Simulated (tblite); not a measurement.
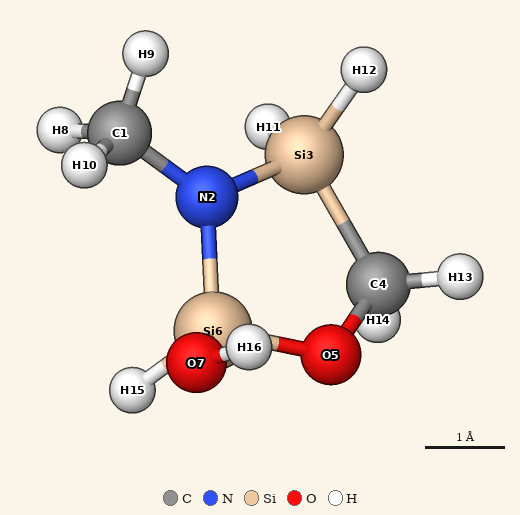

**Figure 1.** The structure as given in the input (ball-and-stick view, seen at a tilt; atoms are numbered from 1 in the order of the input).

**Relaxed scan of C2H9NO2Si2**

- system: C2H9NO2Si2, SMILES CN1[SiH2]CO[Si@H]1O
- method: GFN2-xTB relaxed scan under a harmonic restraint, gas phase (tblite 0.8.0)

### Input file
```
{"job": {"xc": "GFN2-xTB", "basis": "xTB", "coordinate": [["t", [5, 0, 2, 1], 0.3333333333333333], ["t", [0, 2, 5, 1], 0.3333333333333333], ["t", [2, 5, 0, 1], 0.3333333333333333]], "kind": "drive"}, "charge": 0, "multiplicity": 1}
C     -2.014836    -0.327952     0.413263
N     -0.631552    -0.029475     0.128070
Si     0.028001     1.559022     0.182530
C      1.785831     1.046763    -0.372145
O      1.850936    -0.363347    -0.473570
Si     0.465419    -1.201878    -0.557953
O      0.553888    -2.601517     0.246082
H     -2.657645    -0.100582    -0.442105
H     -2.359209     0.262738     1.262773
H     -2.120394    -1.385620     0.649099
H     -0.571347     2.492067    -0.778906
H     -0.010513     2.092094     1.548929
H      2.565684     1.357537     0.326202
H      2.041240     1.470385    -1.347559
H      0.089909    -1.620967    -1.897080
H      0.976990    -2.640325     1.100960
```

The first line tells a small driver script what to run in tblite; the rest is the geometry in Å.

Hardware: 1 CPU thread, shared host.

Launched with:
```bash
OMP_NUM_THREADS=1 python <driver script> task.json out
```

### The program's output
```
point  coordinate     E/eV
  0     -4.400     -640.13701
  1     -3.000     -640.13590
  2     -1.600     -640.13411
  3     -0.300     -640.13140
  4      0.900     -640.12785
  5      2.400     -640.12416
  6      3.600     -640.11924
  7      5.100     -640.11415
```

### Key numbers

| quantity | value |
| --- | --- |
| outcome | converged |
| peak memory | 0.19 GiB |
